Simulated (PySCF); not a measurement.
# AlCl3H3N: magnetic properties

What do calculations give for the magnetic properties of AlCl3H3N (`[NH3]->[Al]([Cl])([Cl])[Cl]`)?

Computed with PySCF 2.14.0 and routines of our own; the level stands in each step. Atoms count from 0.

## 1. The system as given

8 atoms, charge 0, multiplicity 1; geometry from: GFN2-xTB.

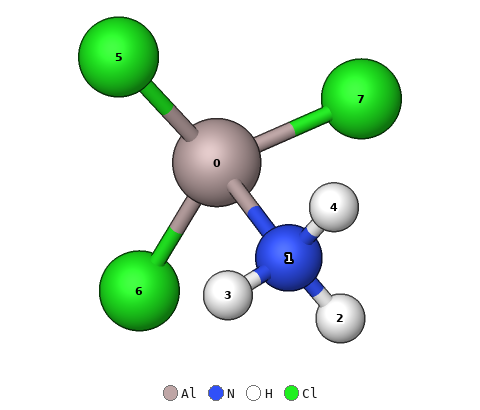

The starting geometry (aluminium light grey, nitrogen blue, hydrogen white, chlorine green); sticks join atoms by distance alone.

## 2. Magnetic properties: GIAO B3LYP/def2-SVP

The job: settings as JSON, then the geometry in Å.

```
{"job": {"kind": "mag", "xc": "B3LYP", "basis": "def2-SVP"}, "charge": 0, "multiplicity": 1}
Al    -0.004030     0.004360    -1.094940
N      0.002170    -0.003570     1.056620
H     -0.946770     0.032770     1.420460
H      0.512130     0.799690     1.416100
H      0.448120    -0.847740     1.406930
Cl     2.025370    -0.018530    -1.403630
Cl    -1.000450     1.773430    -1.394920
Cl    -1.036520    -1.740410    -1.406620
```

Method: GIAO B3LYP/def2-SVP magnetisability, rotational g tensor and spin-rotation constants, non-relativistic, gas phase.

Run with:

```sh
> OMP_NUM_THREADS=1 python excited_run.py task.json out
```

The driver reads the jobs from task.json and runs them one after another.

Standard output:

```text
coarse grid: 9424 points
cycle   1  E = -1679.1277413572  dE =  3.029e-01  |g| = 4.543e-01  |ddm| = 2.786e+00
cycle   2  E = -1679.1296553838  dE = -1.914e-03  |g| = 4.638e-01  |ddm| = 1.167e+00
cycle   3  E = -1679.1833052658  dE = -5.365e-02  |g| = 5.242e-02  |ddm| = 5.985e-01
cycle   4  E = -1679.1840235910  dE = -7.183e-04  |g| = 1.175e-02  |ddm| = 6.437e-02
cycle   5  E = -1679.1840525659  dE = -2.897e-05  |g| = 3.452e-03  |ddm| = 1.192e-02
cycle   6  E = -1679.1840551205  dE = -2.555e-06  |g| = 9.757e-04  |ddm| = 4.099e-03
final grid: 74240 points
cycle   7  E = -1679.3571439748  dE = -1.385e-05  |g| = 3.590e-03  |ddm| = 1.425e-02
cycle   8  E = -1679.3571423137  dE =  1.661e-06  |g| = 4.526e-03  |ddm| = 6.772e-03
cycle   9  E = -1679.3571467169  dE = -4.403e-06  |g| = 4.465e-04  |ddm| = 3.771e-03
cycle  10  E = -1679.3571467603  dE = -4.336e-08  |g| = 5.146e-05  |ddm| = 5.037e-04
cycle  11  E = -1679.3571467609  dE = -6.303e-10  |g| = 6.632e-06  |ddm| = 5.905e-05
converged SCF energy = -1679.3571467609

Magnetisability tensor (1e-30 J/T^2)
    -1519.56       -0.13        0.14
       -0.13    -1519.51       -0.02
        0.14       -0.02    -1503.71
isotropic -1514.26   principal values   -1519.67  -1519.40  -1503.71
isotropic susceptibility -91.191 1e-6 cm^3/mol

Inertial axes            a          b          c
rot. const./GHz      1.6272     1.6243     1.1627
chi total           -91.508    -91.508    -90.555
chi diamagnetic    -778.296   -778.296  -1009.784
chi paramagnetic    686.787    686.787    919.229
quadrupole/D A       -9.361     -9.361     18.721
g nuclear            0.5255     0.5246     0.4929
g electronic        -0.5250    -0.5241    -0.5021
g total              0.0005     0.0005    -0.0092

Spin-rotation constants (kHz, H = +C I.J)
atom  isotope        aa         bb         cc
  0   27Al        0.709      0.707      0.661
  1    14N        0.070      0.070      0.048
  2     1H       -0.114     -0.114     -0.115
  3     1H       -0.113     -0.113     -0.116
  4     1H       -0.113     -0.113     -0.116
  5   35Cl        0.136      0.136      0.166
  6   35Cl        0.136      0.136      0.165
  7   35Cl        0.136      0.136      0.166
```

Wall time 7.5 s (1 thread of Arm Neoverse V2, shared host); peak memory 0.5 GiB.

From this job:

| quantity | value |
| --- | --- |
| magnetisability | -1514·10⁻³⁰ J/T² |
| molar susceptibility | -91.2·10⁻⁶ cm³/mol |
| rotational g (a, b, c) | 0.0005, 0.0005, -0.0092 |

## 3. Magnetic properties: GIAO KT1/def2-SVP

The job, as its differences from that of step 2:

```diff
@@ -1,2 +1,2 @@
-{"job": {"kind": "mag", "xc": "B3LYP", "basis": "def2-SVP"}, "charge": 0, "multiplicity": 1}
+{"job": {"kind": "mag", "xc": "KT1", "basis": "def2-SVP"}, "charge": 0, "multiplicity": 1}
 Al    -0.004030     0.004360    -1.094940
```

Level: GIAO KT1/def2-SVP magnetisability, rotational g tensor and spin-rotation constants, non-relativistic, gas phase.

Standard output:

```text
coarse grid: 9424 points
cycle   1  E = -1687.5137960985  dE =  3.058e-01  |g| = 4.206e-01  |ddm| = 2.795e+00
cycle   2  E = -1687.4964316234  dE =  1.736e-02  |g| = 5.086e-01  |ddm| = 1.224e+00
cycle   3  E = -1687.5617088155  dE = -6.528e-02  |g| = 7.345e-02  |ddm| = 6.847e-01
cycle   4  E = -1687.5632509691  dE = -1.542e-03  |g| = 1.127e-02  |ddm| = 9.560e-02
cycle   5  E = -1687.5632850806  dE = -3.411e-05  |g| = 1.106e-03  |ddm| = 1.368e-02
cycle   6  E = -1687.5632853440  dE = -2.634e-07  |g| = 3.996e-04  |ddm| = 1.350e-03
final grid: 74240 points
cycle   7  E = -1687.8140096298  dE = -4.679e-05  |g| = 1.523e-02  |ddm| = 3.504e-02
cycle   8  E = -1687.8139483948  dE =  6.123e-05  |g| = 2.156e-02  |ddm| = 4.088e-02
cycle   9  E = -1687.8140601043  dE = -1.117e-04  |g| = 3.163e-03  |ddm| = 2.468e-02
cycle  10  E = -1687.8140624569  dE = -2.353e-06  |g| = 2.844e-04  |ddm| = 3.268e-03
cycle  11  E = -1687.8140624746  dE = -1.767e-08  |g| = 1.410e-04  |ddm| = 5.253e-04
cycle  12  E = -1687.8140624803  dE = -5.672e-09  |g| = 1.001e-05  |ddm| = 1.689e-04
cycle  13  E = -1687.8140624803  dE = -3.047e-11  |g| = 5.568e-07  |ddm| = 1.188e-05
converged SCF energy = -1687.8140624803

Magnetisability tensor (1e-30 J/T^2)
    -1522.24       -0.13        0.15
       -0.13    -1522.19       -0.03
        0.15       -0.03    -1503.39
isotropic -1515.94   principal values   -1522.35  -1522.08  -1503.39
isotropic susceptibility -91.292 1e-6 cm^3/mol

Inertial axes            a          b          c
rot. const./GHz      1.6272     1.6243     1.1627
chi total           -91.670    -91.670    -90.536
chi diamagnetic    -778.433   -778.433  -1009.143
chi paramagnetic    686.763    686.763    918.607
quadrupole/D A       -8.920     -8.920     17.840
g nuclear            0.5255     0.5246     0.4929
g electronic        -0.5250    -0.5241    -0.5018
g total              0.0005     0.0005    -0.0089

Spin-rotation constants (kHz, H = +C I.J)
atom  isotope        aa         bb         cc
  0   27Al        0.741      0.739      0.688
  1    14N        0.070      0.070      0.047
  2     1H       -0.114     -0.113     -0.117
  3     1H       -0.113     -0.113     -0.118
  4     1H       -0.113     -0.113     -0.118
  5   35Cl        0.153      0.153      0.183
  6   35Cl        0.153      0.153      0.183
  7   35Cl        0.153      0.153      0.183
```

Run time: 8.7 s. Hardware: 1 thread of Arm Neoverse V2, shared host; peak memory 0.41 GiB.

In short:

| quantity | value |
| --- | --- |
| magnetisability | -1516·10⁻³⁰ J/T² |
| molar susceptibility | -91.3·10⁻⁶ cm³/mol |
| rotational g (a, b, c) | 0.0005, 0.0005, -0.0089 |

## 4. Magnetic properties side by side

| level | ξ (10⁻³⁰ J/T²) | g(a) | g(b) | gap (eV) | functions | time |
| --- | --- | --- | --- | --- | --- | --- |
| GIAO B3LYP/def2-SVP | -1514 | 0.0005 | 0.0005 | 7.81 | 101 | 7.5 s |
| GIAO KT1/def2-SVP | -1516 | 0.0005 | 0.0005 | 6.09 | 101 | 8.7 s |

## 5. Results

| quantity | value |
| --- | --- |
| magnetisability (step 2, GIAO B3LYP/def2-SVP) | -1514·10⁻³⁰ J/T² |
| molar susceptibility (step 2, GIAO B3LYP/def2-SVP) | -91.2·10⁻⁶ cm³/mol |
| rotational g (a, b, c) (step 2, GIAO B3LYP/def2-SVP) | 0.0005, 0.0005, -0.0092 |
| magnetisability over the levels | -1516 to -1514·10⁻³⁰ J/T² |

What this shows: The geometry comes from tight binding, which is rough for metal atoms, and these values hang on it. The magnetisability spreads by 0.1 % over 2 levels of like cost. Two levels can agree by chance, so this spread shows no convergence. Vibrational averaging and real surroundings are missing from these values.
